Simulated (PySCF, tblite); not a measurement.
# C4H7NOSi: geometry, infrared bands and NMR shifts

Wanted: the infrared bands and NMR shifts of C4H7NOSi (`C=C1[SiH2][C@H]1C(N)=O`), by calculation.

Programs: tblite 0.8.0 and PySCF 2.14.0, with density-fitted response routines of our own. Each step states its level of theory. These are calculated values for one molecule in the gas phase, unless marked as measured. Atoms are numbered from 0 throughout.

## 1. Starting geometry

14 atoms, charge 0, multiplicity 1; geometry from: force field or distance geometry start.

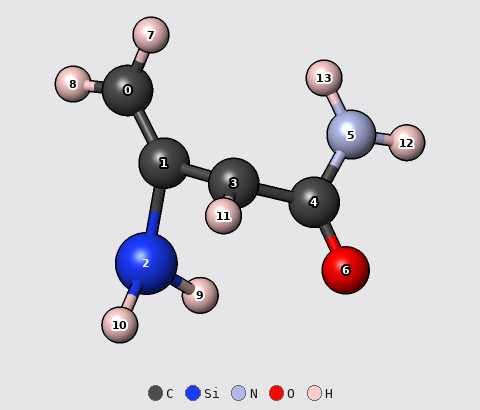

As it starts; carbon dark grey, silicon blue, nitrogen light blue, oxygen red, hydrogen pink, atoms numbered.

## 2. Relaxing the molecule with GFN2-xTB

What the job is given:

```
{"job": {"kind": "relax", "xc": "GFN2-xTB", "basis": "xTB"}, "charge": 0, "multiplicity": 1}
C      1.376500     1.280000    -1.024500
C      0.744900     0.737900     0.010600
Si    -0.012100     1.314300     1.436900
C      0.535400    -0.622800     0.327500
C     -0.814100    -1.221100     0.159100
N     -1.188600    -1.373700    -1.150300
O     -1.498800    -1.591200     1.086800
H      1.808100     0.667000    -1.798500
H      1.476600     2.355100    -1.135200
H     -1.508200     1.336500     1.415800
H      0.612400     1.057000     2.748200
H      1.131900    -1.066500     1.130700
H     -2.082600    -1.796700    -1.336700
H     -0.582200    -1.076300    -1.907600
```

On the command line:

```console
OMP_NUM_THREADS=1 python probes_run.py task.json out
```

The driver reads the jobs from task.json and runs them one after another.

**Question.** This job is followed by: GFN2-xTB harmonic vibrations, gas phase; GIAO PBE0/pcSseg-1 NMR shielding, non-relativistic, gas phase. Predict these results of the whole session: strongest single infrared mode (GFN2-xTB); zero-point energy (GFN2-xTB); ¹³C shifts against TMS (PBE0/pcSseg-1); ¹H shifts against TMS (PBE0/pcSseg-1); ²⁹Si shifts against TMS (PBE0/pcSseg-1); ¹⁵N shifts against NH3 (PBE0/pcSseg-1); ¹⁷O shifts against H2O (PBE0/pcSseg-1).

The runs gave:

```
                                 quantity                                         value
strongest single infrared mode (GFN2-xTB)                         1731 cm⁻¹, 615 km/mol
             zero-point energy (GFN2-xTB)                                 61.6 kcal/mol
   ¹³C shifts against TMS (PBE0/pcSseg-1)                 173.2, 149.1, 137.0, 23.5 ppm
    ¹H shifts against TMS (PBE0/pcSseg-1)  6.92, 6.75, 4.71, 3.96, 3.49, 3.45, 2.40 ppm
  ²⁹Si shifts against TMS (PBE0/pcSseg-1)                                    -132.5 ppm
   ¹⁵N shifts against NH3 (PBE0/pcSseg-1)                                     108.0 ppm
   ¹⁷O shifts against H2O (PBE0/pcSseg-1)                                     432.6 ppm
```

The optimisation took 111 steps and gained 1.491 eV; among the close pairs (by a distance rule), Si2–C3 changed most, from 2.298 to 1.927 Å. No mode is imaginary among the 36: a minimum at this level. The strongest single mode, at 1731 cm⁻¹, moves mainly C4 and O6. GFN2-xTB is a fitted tight-binding method: band positions and strengths are rough. Its intensities can rank the bands wrongly. At PBE0/pcSseg-1: The widest tensor belongs to O6: span 698 ppm, with a paramagnetic part of -495 ppm.
